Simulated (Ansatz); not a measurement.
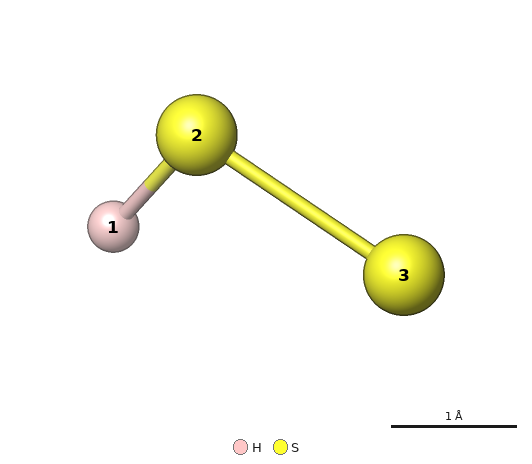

Figure made from data computed with Ansatz.

Orthographic view. Atoms fade into the background with distance from the viewer. State: neutral, doublet. Geometry: a fixed input geometry, not necessarily a minimum.

Give the geometry as a Z-matrix, atoms in numerical order, with these reference atoms: 2 to 1; 3 to 2, 1.

```
H  
S    1   1.333
S    2   2.005   1    98.8
```
